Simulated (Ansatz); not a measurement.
**SiO (singlet): B2PLYP, RKS PBE0, RPA-PBE over a scan of the distance Si1–O2, 6-31G, part 1 of 2**

Aim: run SiO (singlet) with these functionals over a scan of the distance Si1–O2, and hold them against the top wave-function level at the same points.

The runs use Ansatz 0.2.0, Gaussian basis; 6-31G, all electrons in the functionals, frozen cores in the correlation of double hybrids and RPA.

Plan: B2PLYP, RKS PBE0, RPA-PBE, at 1.225 Å; 1.355 Å; 1.509 Å; 1.679 Å; 1.878 Å; 2.077 Å; 2.383 Å; 2.770 Å; 3.259 Å; 4.140 Å; 5.171 Å (not every functional at every point).

24 further runs of the same task are left out: 3 for a known fault of the program, 17 that didn't finish, 4 set aside as unsound or not needed.

**1. The system**

The geometry derives from a PBE0/def2-TZVP stationary point (not a proven minimum). One bond is set to the value named and the two fragments are kept rigid.

2 atoms, charge 0, spin multiplicity 1.

Atoms are counted from 1 here; the program's logs count them from 0.

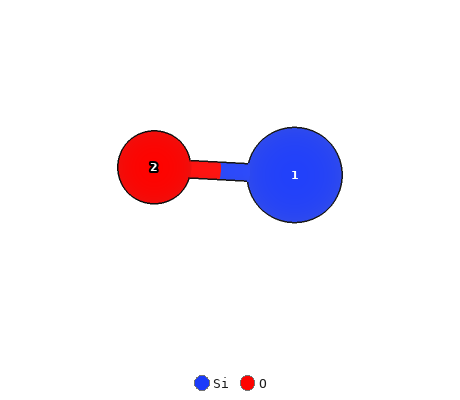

The geometry (silicon blue, oxygen red); atoms are numbered from 1 in the order of the file.

No dispersion term is added.

The geometry shown and the zero of energy belong to the point 1.509 Å. The yardstick, FCI, and other wave-function levels (R restricted, U unrestricted, valence and pair active spaces) come from earlier runs.

**2. B2PLYP, 1.225 Å**

Input file in.yaml:

```yaml
crystal:
  periodic: [false, false, false]
  atoms:
    - {symbol: Si, position_ang: [0.000000, 0.000000, 0.000000]}
    - {symbol: O, position_ang: [0.000000, 0.000000, 1.225000]}
basis:
  gaussian: {orbitals: 6-31G}
hamiltonian: {xc: {name: B2PLYP}}
correlation: {electrons: outside_noble_gas}
```

The run is started by

```
$ ansatz run in.yaml --threads 1 --pin off --events-out ev --progress --plain --max-ram 2393MiB
```

The log of the run, shortened:

```text
Functional definition: B2PLYP
  name "B2PLYP"
  cite "Grimme, J. Chem. Phys. 124, 034108 (2006) doi:10.1063/1.2148954"
  cite "Becke, Phys. Rev. A 38, 3098 (1988) doi:10.1103/PhysRevA.38.3098"
  cite "Lee, Yang & Parr, Phys. Rev. B 37, 785 (1988) doi:10.1103/PhysRevB.37.785"
[...]
220 factors; integrals over basis functions are off by at most 9.3e-5 eV
[...]
mean field -9908.92734446 eV, -364.1463633969 hartree, gradient 7.0e-7 eV, S^2 0.000000; 0 other end points of the search recorded, 0 dependent functions left out
6 core orbitals not correlated: weight in the atoms' cores, before any rotation towards them, 0.999 or more for the frozen orbitals, at most 0.001 for the correlated occupied ones
reference -9908.92744474 eV, -364.1463670819 hartree; 5, 5 occupied and 11, 11 virtual orbitals, 220 factors
second order -5.96824248 eV of doubles, -0.00000000 eV of singles
Total energy: -9910.53887021 eV, -364.2055858757 hartree
```

Run time: 0.36 s. Hardware: 1 thread of Arm Neoverse V2, shared host.

**3. B2PLYP, 1.355 Å**

in.yaml: that of step 2 with these lines changed.

```diff
@@ -4,3 +4,3 @@
     - {symbol: Si, position_ang: [0.000000, 0.000000, 0.000000]}
-    - {symbol: O, position_ang: [0.000000, 0.000000, 1.225000]}
+    - {symbol: O, position_ang: [0.000000, 0.000000, 1.355000]}
 basis:
```

The command is unchanged.

The log of the run, shortened:

```text
Functional definition: B2PLYP
  name "B2PLYP"
  cite "Grimme, J. Chem. Phys. 124, 034108 (2006) doi:10.1063/1.2148954"
  cite "Becke, Phys. Rev. A 38, 3098 (1988) doi:10.1103/PhysRevA.38.3098"
  cite "Lee, Yang & Parr, Phys. Rev. B 37, 785 (1988) doi:10.1103/PhysRevB.37.785"
[...]
218 factors; integrals over basis functions are off by at most 1.1e-4 eV
[...]
mean field -9913.10812748 eV, -364.3000043390 hartree, gradient 2.8e-6 eV, S^2 0.000000; 0 other end points of the search recorded, 0 dependent functions left out
6 core orbitals not correlated: weight in the atoms' cores, before any rotation towards them, 1.000 or more for the frozen orbitals, at most 0.000 for the correlated occupied ones
reference -9913.10822753 eV, -364.3000080157 hartree; 5, 5 occupied and 11, 11 virtual orbitals, 218 factors
second order -6.56065417 eV of doubles, -0.00000000 eV of singles
Total energy: -9914.87960416 eV, -364.3651049060 hartree
```

It took 0.36 s on 1 thread of Arm Neoverse V2, shared host.

**4. B2PLYP, 1.509 Å**

in.yaml: that of step 3 with these lines changed.

```diff
@@ -4,3 +4,3 @@
     - {symbol: Si, position_ang: [0.000000, 0.000000, 0.000000]}
-    - {symbol: O, position_ang: [0.000000, 0.000000, 1.355000]}
+    - {symbol: O, position_ang: [0.000000, 0.000000, 1.508831]}
 basis:
```

Same command.

The log of the run, shortened:

```text
Functional definition: B2PLYP
  name "B2PLYP"
  cite "Grimme, J. Chem. Phys. 124, 034108 (2006) doi:10.1063/1.2148954"
  cite "Becke, Phys. Rev. A 38, 3098 (1988) doi:10.1103/PhysRevA.38.3098"
  cite "Lee, Yang & Parr, Phys. Rev. B 37, 785 (1988) doi:10.1103/PhysRevB.37.785"
[...]
216 factors; integrals over basis functions are off by at most 1.2e-4 eV
[...]
mean field -9914.79451683 eV, -364.3619780042 hartree, gradient 6.3e-7 eV, S^2 0.000000; 0 other end points of the search recorded, 0 dependent functions left out
6 core orbitals not correlated: weight in the atoms' cores, before any rotation towards them, 1.000 or more for the frozen orbitals, at most 0.000 for the correlated occupied ones
reference -9914.79461781 eV, -364.3619817153 hartree; 5, 5 occupied and 11, 11 virtual orbitals, 216 factors
second order -7.42150567 eV of doubles, -0.00000000 eV of singles
Total energy: -9916.79842434 eV, -364.4356202471 hartree
```

Wall time 0.36 s (1 thread of Arm Neoverse V2, shared host).

**5. B2PLYP, 1.679 Å**

Input file in.yaml:

```yaml
crystal:
  periodic: [false, false, false]
  atoms:
    - {symbol: Si, position_ang: [0.000000, 0.000000, 0.000000]}
    - {symbol: O, position_ang: [0.000000, 0.000000, 1.679000]}
basis:
  gaussian: {orbitals: 6-31G}
magnetization: {spin_polarized: true, initial_magnetization: 0}
hamiltonian: {xc: {name: B2PLYP}}
correlation: {electrons: outside_noble_gas}
```

The command is unchanged.

The log of the run, shortened:

```text
Functional definition: B2PLYP
  name "B2PLYP"
  cite "Grimme, J. Chem. Phys. 124, 034108 (2006) doi:10.1063/1.2148954"
  cite "Becke, Phys. Rev. A 38, 3098 (1988) doi:10.1103/PhysRevA.38.3098"
  cite "Lee, Yang & Parr, Phys. Rev. B 37, 785 (1988) doi:10.1103/PhysRevB.37.785"
[...]
215 factors; integrals over basis functions are off by at most 1.3e-4 eV
[...]
mean field -9914.66335919 eV, -364.3571580502 hartree, gradient 1.7e-6 eV, S^2 0.000000; 2 other end points of the search recorded, 0 dependent functions left out
6 core orbitals not correlated: weight in the atoms' cores, before any rotation towards them, 1.000 or more for the frozen orbitals, at most 0.000 for the correlated occupied ones
reference -9914.66346004 eV, -364.3571617561 hartree; 5, 5 occupied and 11, 11 virtual orbitals, 215 factors
second order -8.60756652 eV of doubles, -0.00000000 eV of singles
Total energy: -9916.98750300 eV, -364.4425687596 hartree
```

It took 0.87 s on 1 thread of Arm Neoverse V2, shared host.

From the report: ⟨S²⟩ of the determinant 0.000 (pure singlet: 0.00).

From 1.509 Å: -18.2 kJ/mol.

**6. B2PLYP, 1.878 Å**

in.yaml: that of step 5 with these lines changed.

```diff
@@ -4,3 +4,3 @@
     - {symbol: Si, position_ang: [0.000000, 0.000000, 0.000000]}
-    - {symbol: O, position_ang: [0.000000, 0.000000, 1.679000]}
+    - {symbol: O, position_ang: [0.000000, 0.000000, 1.878000]}
 basis:
```

Same command.

The log of the run, shortened:

```text
Functional definition: B2PLYP
  name "B2PLYP"
  cite "Grimme, J. Chem. Phys. 124, 034108 (2006) doi:10.1063/1.2148954"
  cite "Becke, Phys. Rev. A 38, 3098 (1988) doi:10.1103/PhysRevA.38.3098"
  cite "Lee, Yang & Parr, Phys. Rev. B 37, 785 (1988) doi:10.1103/PhysRevB.37.785"
[...]
215 factors; integrals over basis functions are off by at most 1.8e-4 eV
[...]
mean field -9913.49084139 eV, -364.3140688158 hartree, gradient 1.6e-6 eV, S^2 0.470996; 5 other end points of the search recorded, 0 dependent functions left out
6 core orbitals not correlated: weight in the atoms' cores, before any rotation towards them, 1.000 or more for the frozen orbitals, at most 0.000 for the correlated occupied ones
reference -9913.49093868 eV, -364.3140723911 hartree; 5, 5 occupied and 11, 11 virtual orbitals, 215 factors
second order -7.58927817 eV of doubles, -0.00000000 eV of singles
Total energy: -9915.54004379 eV, -364.3893756148 hartree
```

It took 1.7 s on 1 thread of Arm Neoverse V2, shared host.

From the report: ⟨S²⟩ of the determinant 0.471 (pure singlet: 0.00).

From 1.509 Å: +121.4 kJ/mol.

**7. B2PLYP, 2.077 Å**

in.yaml: that of step 6 with these lines changed.

```diff
@@ -4,3 +4,3 @@
     - {symbol: Si, position_ang: [0.000000, 0.000000, 0.000000]}
-    - {symbol: O, position_ang: [0.000000, 0.000000, 1.878000]}
+    - {symbol: O, position_ang: [0.000000, 0.000000, 2.077000]}
 basis:
```

Same command.

The log of the run, shortened:

```text
Functional definition: B2PLYP
  name "B2PLYP"
  cite "Grimme, J. Chem. Phys. 124, 034108 (2006) doi:10.1063/1.2148954"
  cite "Becke, Phys. Rev. A 38, 3098 (1988) doi:10.1103/PhysRevA.38.3098"
  cite "Lee, Yang & Parr, Phys. Rev. B 37, 785 (1988) doi:10.1103/PhysRevB.37.785"
[...]
215 factors; integrals over basis functions are off by at most 2.1e-4 eV
[...]
mean field -9912.46826940 eV, -364.2764899883 hartree, gradient 1.1e-6 eV, S^2 0.846603; 7 other end points of the search recorded, 0 dependent functions left out
6 core orbitals not correlated: weight in the atoms' cores, before any rotation towards them, 1.000 or more for the frozen orbitals, at most 0.000 for the correlated occupied ones
reference -9912.46836814 eV, -364.2764936168 hartree; 5, 5 occupied and 11, 11 virtual orbitals, 215 factors
second order -5.68696992 eV of doubles, -0.00000000 eV of singles
Total energy: -9914.00385002 eV, -364.3329215350 hartree
```

It took 1.9 s on 1 thread of Arm Neoverse V2, shared host.

From the report: ⟨S²⟩ of the determinant 0.847 (pure singlet: 0.00). The determinant is far from a pure spin state, so its energy mixes those of several spin states (harmless only where they are near-degenerate, as at dissociation).

From 1.509 Å: +269.6 kJ/mol.

**8. B2PLYP, 2.383 Å**

in.yaml: that of step 7 with these lines changed.

```diff
@@ -4,3 +4,3 @@
     - {symbol: Si, position_ang: [0.000000, 0.000000, 0.000000]}
-    - {symbol: O, position_ang: [0.000000, 0.000000, 2.077000]}
+    - {symbol: O, position_ang: [0.000000, 0.000000, 2.383000]}
 basis:
```

Same command.

The log of the run, shortened:

```text
Functional definition: B2PLYP
  name "B2PLYP"
  cite "Grimme, J. Chem. Phys. 124, 034108 (2006) doi:10.1063/1.2148954"
  cite "Becke, Phys. Rev. A 38, 3098 (1988) doi:10.1103/PhysRevA.38.3098"
  cite "Lee, Yang & Parr, Phys. Rev. B 37, 785 (1988) doi:10.1103/PhysRevB.37.785"
[...]
215 factors; integrals over basis functions are off by at most 2.2e-4 eV
[...]
mean field -9911.23735702 eV, -364.2312547927 hartree, gradient 2.2e-6 eV, S^2 1.174552; 12 other end points of the search recorded, 0 dependent functions left out
6 core orbitals not correlated: weight in the atoms' cores, before any rotation towards them, 1.000 or more for the frozen orbitals, at most 0.000 for the correlated occupied ones
reference -9911.23745439 eV, -364.2312583709 hartree; 5, 5 occupied and 11, 11 virtual orbitals, 215 factors
second order -4.51803435 eV of doubles, -0.00000000 eV of singles
Total energy: -9912.45732367 eV, -364.2760877398 hartree
```

It took 2.6 s on 1 thread of Arm Neoverse V2, shared host.

From the report: ⟨S²⟩ of the determinant 1.175 (pure singlet: 0.00). The determinant is far from a pure spin state, so its energy mixes those of several spin states (harmless only where they are near-degenerate, as at dissociation).

From 1.509 Å: +418.9 kJ/mol.

**9. B2PLYP, 2.770 Å**

in.yaml: that of step 8 with these lines changed.

```diff
@@ -4,3 +4,3 @@
     - {symbol: Si, position_ang: [0.000000, 0.000000, 0.000000]}
-    - {symbol: O, position_ang: [0.000000, 0.000000, 2.383000]}
+    - {symbol: O, position_ang: [0.000000, 0.000000, 2.770000]}
 basis:
```

Same command.

The log of the run, shortened:

```text
Functional definition: B2PLYP
  name "B2PLYP"
  cite "Grimme, J. Chem. Phys. 124, 034108 (2006) doi:10.1063/1.2148954"
  cite "Becke, Phys. Rev. A 38, 3098 (1988) doi:10.1103/PhysRevA.38.3098"
  cite "Lee, Yang & Parr, Phys. Rev. B 37, 785 (1988) doi:10.1103/PhysRevB.37.785"
[...]
215 factors; integrals over basis functions are off by at most 2.9e-4 eV
[...]
mean field -9910.47505655 eV, -364.2032407669 hartree, gradient 2.0e-6 eV, S^2 1.650486; 12 other end points of the search recorded, 0 dependent functions left out
6 core orbitals not correlated: weight in the atoms' cores, before any rotation towards them, 1.000 or more for the frozen orbitals, at most 0.000 for the correlated occupied ones
reference -9910.47515896 eV, -364.2032445304 hartree; 5, 5 occupied and 11, 11 virtual orbitals, 215 factors
second order -2.99364121 eV of doubles, -0.00000000 eV of singles
Total energy: -9911.28344209 eV, -364.2329483874 hartree
```

It took 3.3 s on 1 thread of Arm Neoverse V2, shared host.

From the report: ⟨S²⟩ of the determinant 1.650 (pure singlet: 0.00). The determinant is far from a pure spin state, so its energy mixes those of several spin states (harmless only where they are near-degenerate, as at dissociation).

From 1.509 Å: +532.1 kJ/mol.

**10. B2PLYP, 3.259 Å**

in.yaml: that of step 9 with these lines changed.

```diff
@@ -4,3 +4,3 @@
     - {symbol: Si, position_ang: [0.000000, 0.000000, 0.000000]}
-    - {symbol: O, position_ang: [0.000000, 0.000000, 2.770000]}
+    - {symbol: O, position_ang: [0.000000, 0.000000, 3.259000]}
 basis:
```

Launched as before.

The log of the run, shortened:

```text
Functional definition: B2PLYP
  name "B2PLYP"
  cite "Grimme, J. Chem. Phys. 124, 034108 (2006) doi:10.1063/1.2148954"
  cite "Becke, Phys. Rev. A 38, 3098 (1988) doi:10.1103/PhysRevA.38.3098"
  cite "Lee, Yang & Parr, Phys. Rev. B 37, 785 (1988) doi:10.1103/PhysRevB.37.785"
[...]
215 factors; integrals over basis functions are off by at most 2.4e-4 eV
[...]
mean field -9910.13231035 eV, -364.1906450764 hartree, gradient 7.3e-7 eV, S^2 1.884440; 11 other end points of the search recorded, 0 dependent functions left out
6 core orbitals not correlated: weight in the atoms' cores, before any rotation towards them, 1.000 or more for the frozen orbitals, at most 0.000 for the correlated occupied ones
reference -9910.13241200 eV, -364.1906488120 hartree; 5, 5 occupied and 11, 11 virtual orbitals, 215 factors
second order -2.40466935 eV of doubles, -0.00000000 eV of singles
Total energy: -9910.78167273 eV, -364.2145087036 hartree
```

It took 3.5 s on 1 thread of Arm Neoverse V2, shared host.

From the report: ⟨S²⟩ of the determinant 1.884 (pure singlet: 0.00). The determinant is far from a pure spin state, so its energy mixes those of several spin states (harmless only where they are near-degenerate, as at dissociation).

From 1.509 Å: +580.5 kJ/mol.

**11. B2PLYP, 4.140 Å**

in.yaml: that of step 10 with these lines changed.

```diff
@@ -4,3 +4,3 @@
     - {symbol: Si, position_ang: [0.000000, 0.000000, 0.000000]}
-    - {symbol: O, position_ang: [0.000000, 0.000000, 3.259000]}
+    - {symbol: O, position_ang: [0.000000, 0.000000, 4.140000]}
 basis:
```

Same command.

The log of the run, shortened:

```text
Functional definition: B2PLYP
  name "B2PLYP"
  cite "Grimme, J. Chem. Phys. 124, 034108 (2006) doi:10.1063/1.2148954"
  cite "Becke, Phys. Rev. A 38, 3098 (1988) doi:10.1103/PhysRevA.38.3098"
  cite "Lee, Yang & Parr, Phys. Rev. B 37, 785 (1988) doi:10.1103/PhysRevB.37.785"
[...]
215 factors; integrals over basis functions are off by at most 4.1e-4 eV
[...]
mean field -9909.98193763 eV, -364.1851189808 hartree, gradient 1.5e-8 eV, S^2 2.001628; 11 other end points of the search recorded, 0 dependent functions left out
6 core orbitals not correlated: weight in the atoms' cores, before any rotation towards them, 1.000 or more for the frozen orbitals, at most 0.000 for the correlated occupied ones
reference -9909.98205274 eV, -364.1851232110 hartree; 5, 5 occupied and 11, 11 virtual orbitals, 215 factors
second order -2.13685950 eV of doubles, -0.00000000 eV of singles
Total energy: -9910.55900480 eV, -364.2063258083 hartree
```

Run time: 6 s. Hardware: 1 thread of Arm Neoverse V2, shared host.

From the report: ⟨S²⟩ of the determinant 2.002 (pure singlet: 0.00). The determinant is far from a pure spin state, so its energy mixes those of several spin states (harmless only where they are near-degenerate, as at dissociation).

From 1.509 Å: +602.0 kJ/mol.

**12. B2PLYP, 5.171 Å**

in.yaml: that of step 11 with these lines changed.

```diff
@@ -4,3 +4,3 @@
     - {symbol: Si, position_ang: [0.000000, 0.000000, 0.000000]}
-    - {symbol: O, position_ang: [0.000000, 0.000000, 4.140000]}
+    - {symbol: O, position_ang: [0.000000, 0.000000, 5.171000]}
 basis:
```

The command is unchanged.

The log of the run, shortened:

```text
Functional definition: B2PLYP
  name "B2PLYP"
  cite "Grimme, J. Chem. Phys. 124, 034108 (2006) doi:10.1063/1.2148954"
  cite "Becke, Phys. Rev. A 38, 3098 (1988) doi:10.1103/PhysRevA.38.3098"
  cite "Lee, Yang & Parr, Phys. Rev. B 37, 785 (1988) doi:10.1103/PhysRevB.37.785"
[...]
215 factors; integrals over basis functions are off by at most 1.4e-4 eV
[...]
mean field -9909.94820268 eV, -364.1838792444 hartree, gradient 2.6e-9 eV, S^2 2.002125; 15 other end points of the search recorded, 0 dependent functions left out
6 core orbitals not correlated: weight in the atoms' cores, before any rotation towards them, 1.000 or more for the frozen orbitals, at most 0.000 for the correlated occupied ones
reference -9909.94832359 eV, -364.1838836876 hartree; 5, 5 occupied and 11, 11 virtual orbitals, 215 factors
second order -2.12245033 eV of doubles, -0.00000000 eV of singles
Total energy: -9910.52138517 eV, -364.2049433125 hartree
```

Wall time 19 s (1 thread of Arm Neoverse V2, shared host).

From the report: ⟨S²⟩ of the determinant 2.002 (pure singlet: 0.00). The determinant is far from a pure spin state, so its energy mixes those of several spin states (harmless only where they are near-degenerate, as at dissociation).

From 1.509 Å: +605.6 kJ/mol.

**13. RKS PBE0, 1.679 Å**

Input file in.yaml:

```yaml
crystal:
  periodic: [false, false, false]
  atoms:
    - {symbol: Si, position_ang: [0.000000, 0.000000, 0.000000]}
    - {symbol: O, position_ang: [0.000000, 0.000000, 1.679000]}
basis:
  gaussian: {orbitals: 6-31G}
hamiltonian: {xc: {name: PBE0}}
```

Launched as before.

The log of the run, shortened:

```text
Functional definition: PBE0
  name "PBE0"
  cite "Adamo & Barone, J. Chem. Phys. 110, 6158 (1999) doi:10.1063/1.478522"
  cite "Perdew, Burke & Ernzerhof, Phys. Rev. Lett. 77, 3865 (1996) doi:10.1103/PhysRevLett.77.3865"
  parent pbe
[...]
215 factors; integrals over basis functions are off by at most 1.3e-4 eV
[...]
mean field -9916.72618149 eV, -364.4329653712 hartree, gradient 1.5e-5 eV, S^2 0.000000; 0 other end points of the search recorded, 0 dependent functions left out
reference -9916.72619951 eV, -364.4329660336 hartree; 11, 11 occupied and 11, 11 virtual orbitals, 215 factors
Total energy: -9916.72619951 eV, -364.4329660336 hartree
```

It took 0.24 s on 1 thread of Arm Neoverse V2, shared host.

**14. RKS PBE0, 1.878 Å**

Input file in.yaml:

```yaml
crystal:
  periodic: [false, false, false]
  atoms:
    - {symbol: Si, position_ang: [0.000000, 0.000000, 0.000000]}
    - {symbol: O, position_ang: [0.000000, 0.000000, 1.878000]}
basis:
  gaussian: {orbitals: 6-31G}
hamiltonian: {xc: {name: PBE0}}
```

Launched as before.

The log of the run, shortened:

```text
Functional definition: PBE0
  name "PBE0"
  cite "Adamo & Barone, J. Chem. Phys. 110, 6158 (1999) doi:10.1063/1.478522"
  cite "Perdew, Burke & Ernzerhof, Phys. Rev. Lett. 77, 3865 (1996) doi:10.1103/PhysRevLett.77.3865"
  parent pbe
[...]
215 factors; integrals over basis functions are off by at most 1.8e-4 eV
[...]
mean field -9915.64135500 eV, -364.3930987330 hartree, gradient 3.3e-5 eV, S^2 0.000000; 0 other end points of the search recorded, 0 dependent functions left out
reference -9915.64137215 eV, -364.3930993635 hartree; 11, 11 occupied and 11, 11 virtual orbitals, 215 factors
Total energy: -9915.64137215 eV, -364.3930993635 hartree
```

Wall time 0.24 s (1 thread of Arm Neoverse V2, shared host).

**15. RKS PBE0, 2.077 Å**

Input file in.yaml:

```yaml
crystal:
  periodic: [false, false, false]
  atoms:
    - {symbol: Si, position_ang: [0.000000, 0.000000, 0.000000]}
    - {symbol: O, position_ang: [0.000000, 0.000000, 2.077000]}
basis:
  gaussian: {orbitals: 6-31G}
hamiltonian: {xc: {name: PBE0}}
```

The command is unchanged.

The log of the run, shortened:

```text
Functional definition: PBE0
  name "PBE0"
  cite "Adamo & Barone, J. Chem. Phys. 110, 6158 (1999) doi:10.1063/1.478522"
  cite "Perdew, Burke & Ernzerhof, Phys. Rev. Lett. 77, 3865 (1996) doi:10.1103/PhysRevLett.77.3865"
  parent pbe
[...]
215 factors; integrals over basis functions are off by at most 2.1e-4 eV
[...]
mean field -9914.19730974 eV, -364.3400310488 hartree, gradient 4.9e-5 eV, S^2 0.000000; 0 other end points of the search recorded, 0 dependent functions left out
reference -9914.19732624 eV, -364.3400316550 hartree; 11, 11 occupied and 11, 11 virtual orbitals, 215 factors
Total energy: -9914.19732624 eV, -364.3400316550 hartree
```

It took 0.24 s on 1 thread of Arm Neoverse V2, shared host.

**16. RKS PBE0, 2.383 Å**

Input file in.yaml:

```yaml
crystal:
  periodic: [false, false, false]
  atoms:
    - {symbol: Si, position_ang: [0.000000, 0.000000, 0.000000]}
    - {symbol: O, position_ang: [0.000000, 0.000000, 2.383000]}
basis:
  gaussian: {orbitals: 6-31G}
hamiltonian: {xc: {name: PBE0}}
```

Same command.

The log of the run, shortened:

```text
Functional definition: PBE0
  name "PBE0"
  cite "Adamo & Barone, J. Chem. Phys. 110, 6158 (1999) doi:10.1063/1.478522"
  cite "Perdew, Burke & Ernzerhof, Phys. Rev. Lett. 77, 3865 (1996) doi:10.1103/PhysRevLett.77.3865"
  parent pbe
[...]
215 factors; integrals over basis functions are off by at most 2.2e-4 eV
[...]
mean field -9912.04857606 eV, -364.2610665423 hartree, gradient 1.2e-5 eV, S^2 0.000000; 0 other end points of the search recorded, 0 dependent functions left out
reference -9912.04859157 eV, -364.2610671125 hartree; 11, 11 occupied and 11, 11 virtual orbitals, 215 factors
Total energy: -9912.04859157 eV, -364.2610671125 hartree
```

It took 0.27 s on 1 thread of Arm Neoverse V2, shared host.

(Continued in part 2 of 2.)
